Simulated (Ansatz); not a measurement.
# Tc of CoSn (P6/mmm) from its phonons, part 2 of 2

Wanted: λ, ω_log and Tc of CoSn (P6/mmm). The cell shown first is a relaxed one, from steps not shown here.

Ansatz 0.2.0; DFT PBE, scalar-relativistic, plane waves, PAW; PAW set soft_1.

So far, electron-phonon coupling constant: step 2 (coupling and resistivity: q 3×3×2, k 6×6×6, scattering 8×8×8) 0.157. Also logarithmic mean frequency weighted by the coupling (meV): step 2 16.3.

### 3. Coupling and resistivity: scattering mesh 12×12×12

The next rung changes the scattering mesh, which samples the Fermi surface.

File input.yaml:

```yaml
crystal:
  lattice:
    - [5.296134903, 0.0, 0.0]
    - [-2.6480674515, 4.5865873679, 0.0]
    - [0.0, 0.0, 4.2312606118]
  atoms:
    - { symbol: Co, position: [0.0, 0.5, 0.0] }
    - { symbol: Co, position: [0.5, 0.5, 0.0] }
    - { symbol: Co, position: [0.5, 0.0, 0.0] }
    - { symbol: Sn, position: [0.6666666667, 0.3333333333, 0.5] }
    - { symbol: Sn, position: [0.3333333333, 0.6666666667, 0.5] }
    - { symbol: Sn, position: [0.0, 0.0, 0.0] }
kpoints:
  mp_grid: { grid: [6, 6, 6] }
hamiltonian:
  xc: pbe
  pseudopotentials: { kind: paw, azcp: { folder: soft_1 } }
scf:
  occupations: { method: methfessel_paxton, width: 0.2 }
output:
  eigenvalues: true
phonons:
  method: dfpt
  qmesh: [3, 3, 2]
  temperatures: { t_max: 1000, t_step: 50 }
  qpath:
    path:
      - [[0.0, 0.0, 0.0], [0.5, 0.0, 0.0], [0.33333333, 0.33333333, 0.0], [0.0, 0.0, 0.0], [0.0, 0.0, 0.5], [0.5, 0.0, 0.5], [0.33333333, 0.33333333, 0.5], [0.0, 0.0, 0.5]]
      - [[0.5, 0.0, 0.5], [0.5, 0.0, 0.0]]
      - [[0.33333333, 0.33333333, 0.5], [0.33333333, 0.33333333, 0.0]]
    npoints: 10
  electrical_resistivity:
    mesh: [12, 12, 12]
    temperatures: [20.0, 50.0, 80.0, 100.0, 150.0, 200.0, 273.0, 300.0, 400.0, 500.0, 600.0, 800.0]
  superconductivity: { mesh: [12, 12, 12] }
```

On the command line:

```console
ansatz run input.yaml --threads 4 --pin off --max-ram 20480MiB --backend cpu --events-out ev --progress --plain --runs-dir out
```

Numbers of over 12 decimals in the logs are rounded to 6 here.

The log of the run:

```text
[...]
Crystal: 6 atoms, lattice volume = 102.782 Å³
Basis set: ecut = 420 eV, 2025 PW (Γ), exchange–correlation on 72×72×60 points (8 copies of the dense FFT grid, shifted against one another)
Bands: 56, of which v1, the nominal top of the filled ones, is band 47 counted from 1 (46 counted from 0)
Symmetry: 24 space group operations
k-points: 28 of 216
[...]
SCF iter   1: F=—  HF=-33459.951061 eV  |F-HF|=—  |Δ(HF+E_count)|=         —  Δρ=2.45e-1  dr2=6.69e1  ethr=3.10e-3  ⟨swp⟩=6.6  Hψ=5851  notcnv=0
[...]
SCF iter  16: F=-33451.822781 eV  HF=-33451.822781 eV  |F-HF|=0.00e0  |Δ(HF+E_count)|=  7.28e-12  S|Δr|=    0.00e0  Δρ=1.13e-7  dr2=9.89e-12  ethr=1.00e-12  ⟨swp⟩=12.6  Hψ=9394  notcnv=0
SCF 1 converged in 16 iterations: F = -33451.822781 eV  dr2 = 9.89e-12
[...]
NSCF: frozen V_eff on 28 k-points
[...]
SCF iter   1: F=—  HF=-33459.951061 eV  |F-HF|=—  |Δ(HF+E_count)|=         —  Δρ=2.45e-1  dr2=6.69e1  ethr=3.10e-3  ⟨swp⟩=6.6  Hψ=5851  notcnv=0
[...]
SCF iter  16: F=-33451.822781 eV  HF=-33451.822781 eV  |F-HF|=1.46e-11  |Δ(HF+E_count)|=  7.28e-12  S|Δr|=    0.00e0  Δρ=1.13e-7  dr2=9.75e-12  ethr=1.00e-12  ⟨swp⟩=2.3  Hψ=4508  notcnv=0
SCF 2 converged in 16 iterations: F = -33451.822781 eV  dr2 = 9.75e-12
[...]
SCF converged after 16 iterations
[...]
Free energy (F): -33451.822781 eV
[...]
Internal energy: -33451.837441 eV  (E = F + TS)
E sigma→0 (E₀):  -33451.826446 eV
Entropy (-TS):   0.014660 eV (2.443 meV/atom)
Fermi energy:    14.642786 eV
[...]
--- Band table (eV; the first three rows and the last of 28) ---
  k-point 0: bands = [... 43 lower, 14.2394, 14.2686, 14.2686, 15.1831, 15.2506, 16.0194, 16.0194, 17.5546, ... 5 higher]
  k-point 1: bands = [... 43 lower, 14.2412, 14.2461, 14.2461, 15.1832, 15.2303, 15.6549, 15.6549, 17.3865, ... 5 higher]
  k-point 2: bands = [... 43 lower, 14.2042, 14.2285, 14.2285, 14.6400, 14.6400, 14.8737, 15.1835, 16.4442, ... 5 higher]
  k-point 27: bands = [... 43 lower, 13.9238, 14.0568, 14.0568, 14.1821, 14.5495, 15.9543, 17.9943, 17.9943, ... 5 higher]
[...]
ASR residual: 5.062e-5 → 0.000e0 eV/Å²; symmetrization residual: 1.024e-6 eV/Å²
  ASR residual per site (eV/Å²): 3.65e-5 3.65e-5 3.65e-5 5.06e-5 5.06e-5 1.95e-5
[...]
--- Phonons (arbitrary-q DFPT): 6 irreducible q on the 3×3×2 mesh ---
[...]
interpolated dispersion: 93 rows × 18 modes
[...]
--- Electrical resistivity: potentials and phonons of a 3×3×2 supercell ---
[...]
at the Fermi level of each mesh (of a tensor a third of its trace):
[...]
12×12×12                     1.3612              4.2352    0.1664    0.1777          16.464
          6×6×6                     1.7779              4.5339    0.1982    0.2232          16.502
          3×3×3                     2.1501              4.5852    0.2626    0.3033          15.729
  resistivity on the deck's mesh, µΩ·cm:
[...]
20.00     3.5450e-2              no     5.1336e-2     5.1336e-2     3.6776e-3       8.9966e-2         3.7599e-2
     50.00      1.8681e0              no      2.7033e0      2.7033e0     1.9778e-1        2.6426e0          1.7398e0
     80.00      6.2216e0              no      9.0111e0      9.0111e0     6.4276e-1        7.3569e0          5.6481e0
    100.00      9.5537e0              no      1.3843e1      1.3843e1     9.7428e-1        1.0786e1          8.6484e0
    150.00      1.7866e1              no      2.5901e1      2.5901e1      1.7952e0        1.9322e1          1.6167e1
    200.00      2.5795e1              no      3.7401e1      3.7401e1      2.5835e0        2.7581e1          2.3357e1
    273.00      3.6901e1              no      5.3497e1      5.3497e1      3.7071e0        3.9329e1          3.3436e1
    300.00      4.0926e1              no      5.9329e1      5.9329e1      4.1216e0        4.3650e1          3.7092e1
    400.00      5.5622e1              no      8.0597e1      8.0597e1      5.6713e0        5.9830e1          5.0453e1
    500.00      7.0077e1              no      1.0149e2      1.0149e2      7.2545e0        7.6611e1          6.3622e1
    600.00      8.4326e1              no      1.2205e2      1.2205e2      8.8709e0        9.4084e1          7.6632e1
    800.00      1.1220e2              no      1.6220e2      1.6220e2      1.2194e1        1.3072e2          1.0217e2
[...]
not converged in the mesh (λ; λ_tr; the resistivity at 20 K by 13.63 %; the resistivity at 50 K by 17.18 %; the resistivity at 80 K by 17.35 %; the resistivity at 100 K by 17.28 %; the resistivity at 150 K by 16.55 %; the resistivity at 200 K by 15.44 %; the resistivity at 273 K by 13.75 %; the resistivity at 300 K by 13.17 %; the resistivity at 400 K by 11.25 %; the resistivity at 500 K by 9.70 %; the resistivity  [...]
  vibrations of 18 cells: unjudged by the run; compare a larger repeat
[...]
--- Superconductivity: potentials and phonons of a 3×3×2 supercell ---
           mesh         λ    ħω_log (meV)  μ* declared at (meV)
       12×12×12    0.1664          16.464               18.754
          6×6×6    0.1982          16.502               18.808
          3×3×3    0.2626          15.729               18.266
  λ by the species' shares of the modes' patterns: Co 0.0793, Sn 0.0871
[...]
0.08      0.000         0.000    none_found    none_found    none_found    none_found     none_found
      0.10      0.000         0.000    none_found    none_found    none_found    none_found     none_found
      0.12      0.000         0.000    none_found    none_found    none_found    none_found     none_found
      0.13      0.000         0.000    none_found    none_found    none_found    none_found     none_found
      0.14      0.000         0.000    none_found    none_found    none_found    none_found     none_found
      0.16          -             -    none_found    none_found    none_found    none_found     none_found
      0.20          -             -    none_found    none_found    none_found    none_found     none_found
  none_found: no transition down to 0.1 K
[...]
vibrations of 18 cells: unjudged by the run; compare a larger repeat
[...]
```

It took 42 min on 4 threads of Arm Neoverse V2, shared host; peak memory 11 GiB.

This step gave:

| Quantity | Value |
| --- | --- |
| resistivity at 300 K | 40.93 μΩ cm, mean of the axes |
| electron-phonon coupling constant | 0.1664 |
| density of states at the Fermi level | 1.361 states/eV a spin and cell |
| logarithmic mean frequency weighted by the coupling | 16.46 meV |
| transport coupling constant λ_tr | 0.1822, 0.1822, 0.1687 (xx, yy, zz) |
| Drude plasma energy | 1.825, 1.825, 6.866 eV (xx, yy, zz) |
| resistivity times mean free path | 65.81, 65.81, 5.774 × 10⁻¹⁶ Ω m² (xx, yy, zz) |
| second-moment phonon energy ħω₂ | 18.75 meV |

An empty cell: under 1 mK by a formula, or no transition down to the floor of the Eliashberg search. Transition temperatures:

```
  μ*  McMillan Tc (K)  Allen–Dynes Tc (K)
0.08                -                   -
 0.1                -                   -
0.12                -                   -
0.13                -                   -
0.14                -                   -
0.16                -                   -
 0.2                -                   -
```

The Eliashberg function α²F has structure finer than the step of the table below, so its rows give means over 2.5 meV, whole bins alone (the curve runs from 0.137 to 35.0 meV). Peaks (meV: height): α²F 11.94: 0.146, 14.14: 0.134, 16.33: 0.118, 17.43: 0.108, 21.28: 0.116, 23.20: 0.106, 25.94: 0.119; α²F tr 11.94: 0.153, 14.14: 0.190, 16.33: 0.171, 18.80: 0.0823, 21.28: 0.0976, 22.92: 0.110, 25.94: 0.139.

The Eliashberg function α²F by phonon energy; means over each step:

```
phonon energy (meV)      α²F   α²F tr
                2.5   2.0e-4   7.7e-5
                5.0  0.00182  0.00104
                7.5  0.00750  0.00654
               10.0   0.0294   0.0313
               12.5   0.0856   0.0987
               15.0   0.0669   0.0946
               17.5   0.0816   0.0832
               20.0   0.0650   0.0509
               22.5   0.0806   0.0742
               25.0   0.0507   0.0578
               27.5   0.0558   0.0529
               30.0   0.0325   0.0308
               32.5   0.0264   0.0320
```

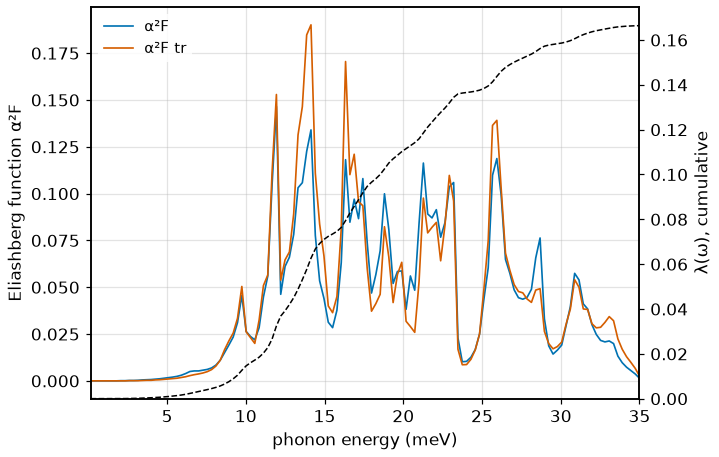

Eliashberg function α²F, plotted against phonon energy. The dashed line is the running λ.

The Eliashberg function α²F has structure finer than the step of the table below, so its rows give means over 2.5 meV, whole bins alone (the curve runs from 0.137 to 35.0 meV). Peaks (meV: height): α²F 11.94: 0.146, 14.14: 0.134, 16.33: 0.118, 17.43: 0.108, 21.28: 0.116, 23.20: 0.106, 25.94: 0.119; Co 11.94: 0.054, 14.14: 0.0531, 21.28: 0.0801, 22.92: 0.0673, 25.94: 0.103, 28.69: 0.0659, 30.88: 0.0514; Sn 11.94: 0.0925, 14.14: 0.0809, 16.33: 0.0806, 17.43: 0.0745, 18.80: 0.0756, 20.45: 0.0481, 23.20: 0.0395.

Table of Eliashberg function α²F by phonon energy; means over each step:

```csv
phonon energy (meV),α²F,Co,Sn
2.5,2.0e-4,5.8e-5,1.3e-4
5.0,0.00182,5.6e-4,0.00126
7.5,0.00750,0.00244,0.00505
10.0,0.0294,0.0119,0.0175
12.5,0.0856,0.0350,0.0507
15.0,0.0669,0.0233,0.0436
17.5,0.0816,0.0255,0.0561
20.0,0.0650,0.0200,0.0450
22.5,0.0806,0.0527,0.0279
25.0,0.0507,0.0419,0.00876
27.5,0.0558,0.0479,0.00793
30.0,0.0325,0.0269,0.00564
32.5,0.0264,0.0224,0.00408
```

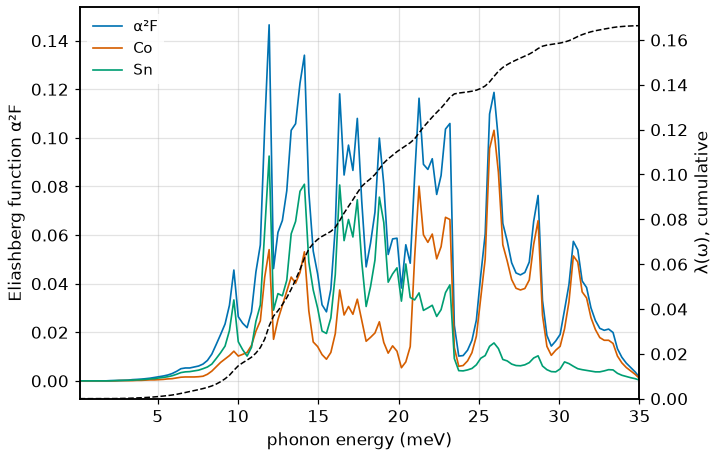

Eliashberg function α²F, plotted against phonon energy. The dashed line is the running λ.

### 4. Outcome

* meshes: q 3×3×2, k 6×6×6, scattering 12×12×12
* coupling constant λ: 0.166
* log mean phonon energy ħω_log: 16.5 meV

**Reading.** In the last run (PBE, q 3×3×2, k 6×6×6, scattering 12×12×12), with λ = 0.17 and ħω_log = 16.5 meV, Tc at μ* = 0.13 is under 1 mK by the formulas. In that run Allen and Dynes's formula gives no transition above 0.05 K at μ* = 0.10 or more. By the run's own test λ is not converged in the fine mesh: it moves by 19 % between the two finest. The run's transport test calls it not converged in the mesh; ρ(300 K) moves by 13 % in the component that moves most. The runs are not spin-polarised; where the real material orders magnetically, these values do not describe it. These meshes are coarse. Over the runs, λ takes the values 0.157 and 0.166, in the order shown. μ* is a typed number, phonons are harmonic, and spin fluctuations are left out; with λ this near or under μ*(1 + 0.62 λ), the formulas give Tc only to its order of magnitude, or none.

[Logs are printed without paths, hosts, clocks, repeated set-up lines and the standing remarks that a program may print on its own settings, such as how far it seeks lower states.]

[Hosts, paths, dates, database ids (printed as entryN), source tags and the programs' standing remarks are cut or masked in the printed files.]
